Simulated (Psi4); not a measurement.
**TiH4O4 (SMILES O[Ti](O)(O)O): SVWN5/def2-SVP**

What is the energy change on altering one bond length of TiH4O4 at SVWN5/def2-SVP? 

The results are computed with Psi4 1.11.

19 further runs of the same task are left out: 18 that didn't finish, 1 set aside as unsound or not needed.

## 1. The system as given

TiH4O4: 9 atoms, total charge 0, spin state singlet. SMILES: `O[Ti](O)(O)O`. The coordinates come from a PBE0-D4/def2-TZVP relaxation. This is one conformer, not always the lowest.

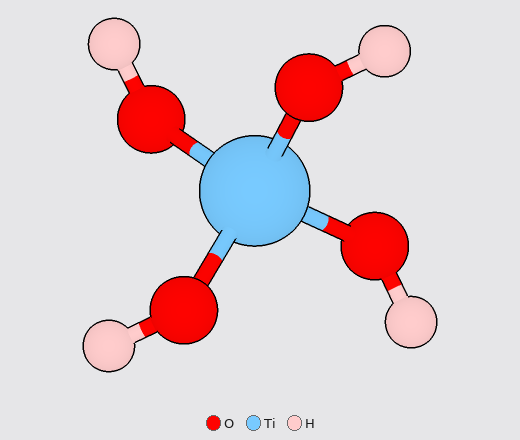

Viewed from a chosen angle; oxygen red, titanium blue, hydrogen pink.

## 2. Energy and gradient at SVWN5/def2-SVP

The input, input.dat:

```
memory 2200 MB

molecule {
  0 1
  O
  Ti 1 r2
  O 2 r3 1 a3
  O 2 r4 1 a4 3 d4
  O 2 r5 1 a5 3 d5
  H 1 r6 2 a6 5 d6
  H 3 r7 2 a7 5 d7
  H 4 r8 2 a8 5 d8
  H 5 r9 2 a9 1 d9

  r2 = 1.801112
  r3 = 1.801132
  a3 = 108.51658
  r4 = 1.80113
  a4 = 109.94322
  d4 = -120.28766
  r5 = 1.801072
  a5 = 109.95917
  d5 = 120.28951
  r6 = 0.957898
  a6 = 129.53955
  d6 = -107.41344
  r7 = 0.9579
  a7 = 129.52252
  d7 = 12.02865
  r8 = 0.957948
  a8 = 129.54218
  d8 = -132.29936
  r9 = 0.957931
  a9 = 129.57975
  d9 = -11.98708
  units angstrom
  symmetry c1
  no_reorient
  no_com
}

set basis def2-SVP
set puream true
set e_convergence 1e-09
set d_convergence 1e-08
set scf_type pk
set dft_radial_points 99
set dft_spherical_points 590

gradient("scf", dft_functional={"name": "SVWN5", "x_functionals": {"LDA_X": {}}, "c_functionals": {"LDA_C_VWN": {}}})
print_variables()
```

Run with:

```bash
$ psi4 -i input.dat -o output.dat -n 1
```

output.dat, cut to the lines that bear on the results:

```text
[...]
  Running in c1 symmetry.
[...]
  Nuclear repulsion =  327.335103363792427
[...]
  Multiplicity = 1
[...]
  Nalpha       = 29
  Nbeta        = 29
[...]
    Number of basis functions: 107
[...]
   @RKS iter   1: -1147.54712739696492   -1.82983e-01   1.47056e-02 DIIS/ADIIS
[...]
   @RKS iter  14: -1148.48954084241063   -1.36424e-11   6.10920e-09 DIIS
[...]
    Orbital Energies [Eh]
    ---------------------
    Doubly Occupied:
       1A   -177.207002     2A    -19.436373     3A    -18.590992
       4A    -18.590929     5A    -18.590890     6A    -18.590883
       7A    -16.269909     8A    -16.269258     9A    -16.269257
      10A     -2.217658    11A     -1.390984    12A     -1.388892
      13A     -1.388887    14A     -0.852014    15A     -0.842585
      16A     -0.841952    17A     -0.841944    18A     -0.424710
      19A     -0.422838    20A     -0.422819    21A     -0.418423
      22A     -0.304679    23A     -0.297623    24A     -0.289494
      25A     -0.280498    26A     -0.280495    27A     -0.256602
      28A     -0.253780    29A     -0.253768
[...]
  @RKS Final Energy: -1148.48954084241063
   => Energetics <=
    Nuclear Repulsion Energy =            327.3351033637924274
    One-Electron Energy =               -2234.5617011691579137
    Two-Electron Energy =                 832.4899390691300596
    DFT Exchange-Correlation Energy =     -73.7528821061751643
    Empirical Dispersion Energy =           0.0000000000000000
    VV10 Nonlocal Energy =                  0.0000000000000000
    Total Energy =                      -1148.4895408424106336
[...]
 Multipole Moments:
 ------------------------------------------------------------------------------------
     Multipole            Electronic (a.u.)      Nuclear  (a.u.)        Total (a.u.)
 ------------------------------------------------------------------------------------
 L = 1.  Multiply by 2.5417464519 to convert [e a0] to [Debye]
 Dipole X            :          0.0004269           -0.0002321            0.0001948
 Dipole Y            :          0.0000141            0.0006527            0.0006668
 Dipole Z            :         -0.0003476            0.0007683            0.0004207
 Magnitude           :                                                    0.0008121
[...]
  -Total Gradient:
     Atom            X                  Y                   Z
    ------   -----------------  -----------------  -----------------
       1       -0.009385991996     0.008722477573    -0.022706176345
       2        0.000009758215     0.000003232508     0.000004001877
       3        0.009383187932    -0.018757817078     0.015487044685
       4       -0.023485887324    -0.000440685610     0.011198787950
       5        0.023487299927     0.010489052410    -0.003977445358
       6        0.009220299928    -0.008473262054     0.009681502427
       7       -0.009218763569     0.006486398376    -0.011114800009
       8        0.012763780743     0.006358048951    -0.006743155936
       9       -0.012773321703    -0.004387578230     0.008170328937
[...]
```

It took 17 s on 1 thread of Intel Xeon 6975P-C (Granite Rapids), shared host; peak memory 0.77 GiB.

## 3. The distorted shape at the same level

The input, h4o4ti.xyz:

```xyz
9
H4O4Ti
O     -0.187912     1.902563    -1.909093
Ti     0.000070     0.000090    -0.000050
O      1.651710    -0.715310    -0.066120
O     -1.235630    -1.279200    -0.283830
O     -0.290490     0.726280     1.622320
H     -0.876132     2.048123    -2.559273
H      2.270980    -0.885970     0.644480
H     -1.123140    -2.176250    -0.600550
H     -0.334770     1.648010     1.879390
```

The input, run.py:

```python
import psi4

psi4.set_memory(2200000000)
psi4.set_num_threads(1)
psi4.set_output_file('run.log', False)

with open('h4o4ti.xyz') as f:
    atoms = ''.join(f.readlines()[2:])
molecule = psi4.geometry('0 1\n' + atoms + 'symmetry c1\nno_reorient\nno_com')

psi4.set_options({
    'basis': 'def2-SVP',
    'puream': True,
    'e_convergence': 1e-09,
    'd_convergence': 1e-08,
    'scf_type': 'pk',
    'dft_radial_points': 99,
    'dft_spherical_points': 590,
})

energy_value, wavefunction = psi4.gradient("scf", dft_functional={"name": "SVWN5", "x_functionals": {"LDA_X": {}}, "c_functionals": {"LDA_C_VWN": {}}}, return_wfn=True)
psi4.oeprop(wavefunction, "MULLIKEN_CHARGES", "WIBERG_LOWDIN_INDICES", "LOWDIN_CHARGES")
print('gradient / Eh bohr^-1')
print(energy_value.np.round(6))
print(f'energy = {wavefunction.energy():.10f} Eh')
```

Run with:

```bash
$ python run.py
```

run.log, cut to the lines that bear on the results:

```text
[...]
  Running in c1 symmetry.
[...]
  Nuclear repulsion =  300.392787300649843
[...]
  Multiplicity = 1
[...]
  Nalpha       = 29
  Nbeta        = 29
[...]
    Number of basis functions: 107
[...]
   @RKS iter   1: -1147.23695099415022   -9.49679e-02   1.53120e-02 DIIS/ADIIS
[...]
   @RKS iter  21: -1148.36704110991968   -1.81899e-12   1.67715e-09 DIIS
[...]
  @RKS Final Energy: -1148.36704110991968
   => Energetics <=
    Nuclear Repulsion Energy =            300.3927873006498430
    One-Electron Energy =               -2179.7392286691397203
    Two-Electron Energy =                 804.5933996051701342
    DFT Exchange-Correlation Energy =     -73.6139993465999538
    Empirical Dispersion Energy =           0.0000000000000000
    VV10 Nonlocal Energy =                  0.0000000000000000
    Total Energy =                      -1148.3670411099196826
[...]
 Multipole Moments:
 ------------------------------------------------------------------------------------
     Multipole            Electronic (a.u.)      Nuclear  (a.u.)        Total (a.u.)
 ------------------------------------------------------------------------------------
 L = 1.  Multiply by 2.5417464519 to convert [e a0] to [Debye]
 Dipole X            :          1.2616967           -1.0584318            0.2032649
 Dipole Y            :        -11.6802496           10.7913888           -0.8888608
 Dipole Z            :         11.7805008          -10.8297124            0.9507884
 Magnitude           :                                                    1.3173416
[...]
  -Total Gradient:
     Atom            X                  Y                   Z
    ------   -----------------  -----------------  -----------------
       1       -0.030800027067     0.036416218507    -0.057633923030
       2        0.009302881406    -0.025493820438     0.033776780284
       3        0.034893567157    -0.012308586180     0.011581373043
       4       -0.015809807259    -0.033923650766    -0.012107588140
       5       -0.004277199225     0.026637451239     0.028057598412
       6        0.020896096067     0.007609552150     0.008178959032
       7       -0.012389846545     0.002556888446    -0.012755613283
       8       -0.002426897802     0.016536685709     0.006548173133
       9        0.000635049777    -0.018074508809    -0.005647518261
[...]
```

Standard output:

```text
gradient / Eh bohr^-1
[[-0.0308    0.036416 -0.057634]
 [ 0.009303 -0.025494  0.033777]
 [ 0.034894 -0.012309  0.011581]
 [-0.01581  -0.033924 -0.012108]
 [-0.004277  0.026637  0.028058]
 [ 0.020896  0.00761   0.008179]
 [-0.01239   0.002557 -0.012756]
 [-0.002427  0.016537  0.006548]
 [ 0.000635 -0.018075 -0.005648]]
energy = -1148.3670411099 Eh
```

Run time: 20 s. Hardware: 1 thread of Intel Xeon 6975P-C (Granite Rapids), shared host; peak memory 0.76 GiB.

## 4. Outcome

At SVWN5/def2-SVP:

| quantity | value |
| --- | --- |
| first shape: total energy | -1148.48954 Eh |
| first shape: dipole moment | 0.00 D |
| first shape: HOMO energy | -6.91 eV |
| first shape: LUMO energy | -1.83 eV |
| first shape: HOMO–LUMO gap | 5.07 eV |
| first shape: largest force on an atom | 1.341 eV/Å |
| distorted shape: total energy | -1148.36704 Eh |
| distorted shape: dipole moment | 3.35 D |
| distorted shape: HOMO energy | -4.44 eV |
| distorted shape: LUMO energy | -3.20 eV |
| distorted shape: HOMO–LUMO gap | 1.24 eV |
| distorted shape: largest force on an atom | 3.847 eV/Å |
| energy change with the O1–Ti2 bond stretched from 1.801 to 2.702 Å | 3.333 eV |

What this shows: With the O1–Ti2 bond stretched from 1.801 to 2.702 Å the energy rises by 3.33 eV (77 kcal/mol). The first shape isn't relaxed at this level, so the change isn't measured from a minimum. A restricted reference can't describe the breaking bond well at this length. The largest force (first shape) is 1.34 eV/Å: the shape isn't a stationary point for this species at this level. Mulliken charges (distorted shape) run from -0.51 on O1 to +0.85 on Ti2; they depend strongly on the basis.
